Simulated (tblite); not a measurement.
Geometry relaxation of PH₃F (charge +1)

PH₃F, charge +1, SMILES F[PH3+], computed with GFN2-xTB geometry optimisation, gas phase (tblite 0.8.0).

It belongs to a series of runs on one base structure; here: P protonated.

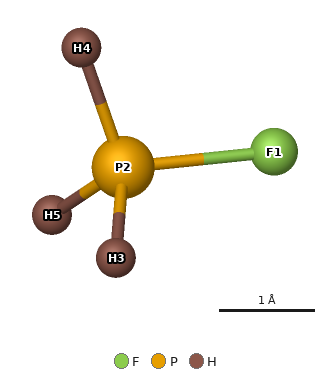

**Figure 1.** The structure as given in the input (ball-and-stick view, seen at a tilt; atoms are numbered from 1 in the order of the input). Bond lengths as drawn: F–P 1.68 Å and H–P 1.39 to 1.42 Å.

The input:
```
{"job": {"kind": "relax", "xc": "GFN2-xTB", "basis": "xTB"}, "charge": 1, "multiplicity": 1}
F      1.591500    -0.161500     0.220000
P     -0.059600     0.012700    -0.025300
H     -0.746800    -0.065300     1.210400
H     -0.280500     1.276500    -0.619500
H     -0.496100    -1.059600    -0.802700
```

The first line tells a small driver script what to run in tblite; the rest is the geometry in Å.

Hardware: 1 CPU thread, shared host.

Launched with:
```bash
OMP_NUM_THREADS=1 python <driver script> task.json out
```

Log:
```
step      E/eV     max force
  0    -226.35153    3.018
  1    -226.49326    1.912
  2    -226.57983    2.279
  3    -226.62278    0.997
  4    -226.65686    0.434
  5    -226.67089    0.407
  6    -226.68391    0.327
  7    -226.68926    0.156
  8    -226.69063    0.049
  9    -226.69084    0.037
 10    -226.69092    0.036
 11    -226.69114    0.035
 12    -226.69131    0.026
 13    -226.69139    0.010
 14    -226.69140    0.003
```

Trajectory as extended XYZ (Å, eV, eV/Å), 15 frames, from step=0 to step=14:
```
5
Properties=species:S:1:pos:R:3:forces:R:3 step=0 energy=-226.35153
F     1.5915   -0.1615    0.2200   -2.9770   0.3070  -0.3930
P    -0.0596    0.0127   -0.0253    1.2280   0.0270   0.4820
H    -0.7468   -0.0653    1.2104    0.7370   0.0400  -0.2280
H    -0.2805    1.2765   -0.6195    0.5000  -0.4590   0.1690
H    -0.4961   -1.0596   -0.8027    0.5120   0.0850  -0.0300
5
Properties=species:S:1:pos:R:3:forces:R:3 step=1 energy=-226.49326
F     1.5490   -0.1571    0.2144   -1.8890   0.2020  -0.2120
P    -0.0420    0.0131   -0.0185    0.1220   0.0000   0.1400
H    -0.7362   -0.0647    1.2071    0.7150   0.0380  -0.1490
H    -0.2733    1.2700   -0.6171    0.5040  -0.4210   0.1680
H    -0.4888   -1.0584   -0.8031    0.5480   0.1820   0.0530
5
Properties=species:S:1:pos:R:3:forces:R:3 step=2 energy=-226.57983
F     1.4679   -0.1485    0.2050    0.9110  -0.0900   0.2170
P    -0.0320    0.0132   -0.0112   -2.2320   0.1150  -0.4450
H    -0.7074   -0.0631    1.2007    0.4910   0.0210   0.1280
H    -0.2531    1.2529   -0.6103    0.3910  -0.1820   0.0690
H    -0.4668   -1.0515   -0.8014    0.4400   0.1360   0.0310
5
Properties=species:S:1:pos:R:3:forces:R:3 step=3 energy=-226.62278
F     1.4742   -0.1492    0.2068   -0.0530   0.0110   0.0700
P    -0.0526    0.0145   -0.0149   -0.9680   0.0060  -0.2370
H    -0.7020   -0.0629    1.2019    0.3690   0.0160   0.2270
H    -0.2489    1.2508   -0.6096    0.3150  -0.0510   0.0010
H    -0.4622   -1.0504   -0.8013    0.3380   0.0190  -0.0620
5
Properties=species:S:1:pos:R:3:forces:R:3 step=4 energy=-226.65686
F     1.4531   -0.1468    0.2067   -0.2990   0.0320   0.0210
P    -0.0835    0.0157   -0.0202   -0.1070  -0.0520  -0.0660
H    -0.6821   -0.0620    1.2064    0.1210   0.0020   0.4170
H    -0.2333    1.2438   -0.6074    0.1540   0.2250  -0.1390
H    -0.4455   -1.0479   -0.8027    0.1310  -0.2070  -0.2320
5
Properties=species:S:1:pos:R:3:forces:R:3 step=5 energy=-226.67089
F     1.4343   -0.1448    0.2068   -0.2430   0.0200   0.0150
P    -0.1025    0.0156   -0.0238    0.1430  -0.0360   0.0420
H    -0.6682   -0.0614    1.2161    0.0150  -0.0020   0.4070
H    -0.2215    1.2436   -0.6086    0.0630   0.2990  -0.1800
H    -0.4335   -1.0503   -0.8078    0.0230  -0.2820  -0.2850
5
Properties=species:S:1:pos:R:3:forces:R:3 step=6 energy=-226.68391
F     1.4122   -0.1425    0.2076   -0.0970  -0.0020   0.0200
P    -0.1225    0.0152   -0.0268    0.2190  -0.0050   0.1030
H    -0.6531   -0.0608    1.2342   -0.0450   0.0010   0.2570
H    -0.2077    1.2492   -0.6134   -0.0250   0.2300  -0.1490
H    -0.4203   -1.0583   -0.8188   -0.0520  -0.2240  -0.2320
5
Properties=species:S:1:pos:R:3:forces:R:3 step=7 energy=-226.68926
F     1.4029   -0.1418    0.2088   -0.0020  -0.0130   0.0270
P    -0.1298    0.0150   -0.0270    0.1400   0.0040   0.0680
H    -0.6472   -0.0605    1.2476   -0.0340   0.0060   0.0990
H    -0.2020    1.2563   -0.6185   -0.0520   0.0870  -0.0760
H    -0.4153   -1.0661   -0.8282   -0.0520  -0.0840  -0.1170
5
Properties=species:S:1:pos:R:3:forces:R:3 step=8 energy=-226.69063
F     1.4042   -0.1422    0.2098    0.0130  -0.0130   0.0280
P    -0.1278    0.0148   -0.0260    0.0430   0.0010   0.0220
H    -0.6482   -0.0604    1.2520    0.0020   0.0090   0.0240
H    -0.2030    1.2599   -0.6211   -0.0370  -0.0010  -0.0290
H    -0.4165   -1.0693   -0.8320   -0.0210   0.0040  -0.0440
5
Properties=species:S:1:pos:R:3:forces:R:3 step=9 energy=-226.69084
F     1.4064   -0.1427    0.2105    0.0050  -0.0110   0.0260
P    -0.1255    0.0148   -0.0253    0.0010  -0.0030   0.0040
H    -0.6495   -0.0603    1.2525    0.0200   0.0100   0.0050
H    -0.2048    1.2605   -0.6219   -0.0230  -0.0260  -0.0140
H    -0.4180   -1.0695   -0.8330   -0.0040   0.0300  -0.0210
5
Properties=species:S:1:pos:R:3:forces:R:3 step=10 energy=-226.69092
F     1.4072   -0.1430    0.2111    0.0010  -0.0090   0.0230
P    -0.1247    0.0147   -0.0250   -0.0090  -0.0050   0.0000
H    -0.6496   -0.0601    1.2527    0.0240   0.0090   0.0020
H    -0.2058    1.2603   -0.6224   -0.0180  -0.0290  -0.0100
H    -0.4185   -1.0691   -0.8336    0.0020   0.0330  -0.0150
5
Properties=species:S:1:pos:R:3:forces:R:3 step=11 energy=-226.69114
F     1.4085   -0.1441    0.2137   -0.0090  -0.0040   0.0130
P    -0.1231    0.0144   -0.0242   -0.0260  -0.0070  -0.0070
H    -0.6485   -0.0592    1.2537    0.0260   0.0060  -0.0040
H    -0.2086    1.2586   -0.6242   -0.0030  -0.0280  -0.0020
H    -0.4196   -1.0668   -0.8361    0.0120   0.0330  -0.0010
5
Properties=species:S:1:pos:R:3:forces:R:3 step=12 energy=-226.69131
F     1.4083   -0.1452    0.2163   -0.0110   0.0000   0.0030
P    -0.1229    0.0140   -0.0236   -0.0240  -0.0060  -0.0070
H    -0.6462   -0.0582    1.2550    0.0170   0.0020  -0.0050
H    -0.2108    1.2565   -0.6260    0.0050  -0.0180   0.0020
H    -0.4197   -1.0643   -0.8389    0.0130   0.0220   0.0070
5
Properties=species:S:1:pos:R:3:forces:R:3 step=13 energy=-226.69139
F     1.4072   -0.1457    0.2179   -0.0050   0.0010  -0.0020
P    -0.1239    0.0137   -0.0234   -0.0100  -0.0020  -0.0020
H    -0.6441   -0.0575    1.2560    0.0040   0.0000  -0.0020
H    -0.2115    1.2550   -0.6270    0.0040  -0.0050   0.0010
H    -0.4191   -1.0626   -0.8406    0.0060   0.0070   0.0050
5
Properties=species:S:1:pos:R:3:forces:R:3 step=14 energy=-226.69140
F     1.4065   -0.1456    0.2179   -0.0010   0.0000  -0.0020
P    -0.1245    0.0137   -0.0235   -0.0010   0.0000   0.0010
H    -0.6435   -0.0575    1.2562   -0.0010  -0.0010   0.0010
H    -0.2111    1.2548   -0.6271    0.0010  -0.0010   0.0000
H    -0.4187   -1.0624   -0.8407    0.0020   0.0020   0.0010
```

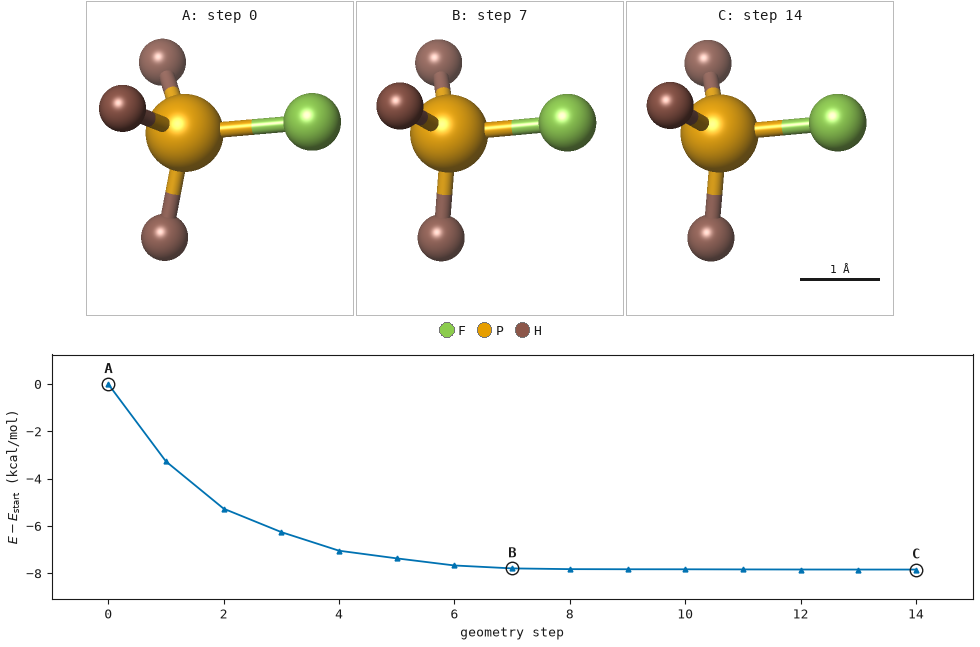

**Figure 2.** Frames of the relaxation (ball-and-stick view, seen at a tilt) above the curves, on which the letters mark them (steps are counted from 0).

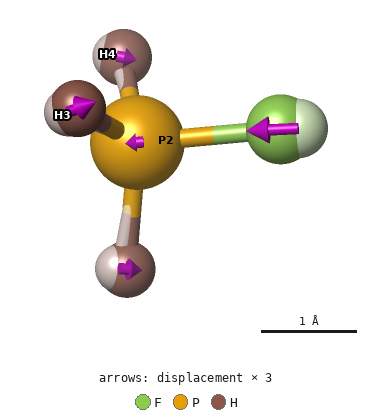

**Figure 3.** Start (faint) and end (solid) with the displacements as pink arrows, magnified 3 times (ball-and-stick view, seen at a tilt). The two geometries are laid on each other by the best rigid fit. The atom that moves furthest after the best rigid fit is F1 (0.19 Å). Largest moves by element: F 0.19 Å, H 0.11 Å, P 0.06 Å. Among the contacts that change: F1–P2 1.678 → 1.558 Å, P2–H3 1.416 → 1.383 Å, P2–H4 1.414 → 1.383 Å, P2–H5 1.395 → 1.383 Å. Among the angles that change: H3–P2–H5 107.0° → 115.3°, F1–P2–H3 110.1° → 102.7°, H3–P2–H4 109.9° → 115.3°. The energy falls by 7.84 kcal/mol in 14 geometry steps. Largest force component: 3 eV/Å at the start, 0.002 eV/Å at the end. (Atoms are counted from 1 in the order of the input.)

Key numbers:

| quantity | value |
| --- | --- |
| outcome | converged |
| total energy | −226.6914 eV |
| peak memory | 0.18 GiB |
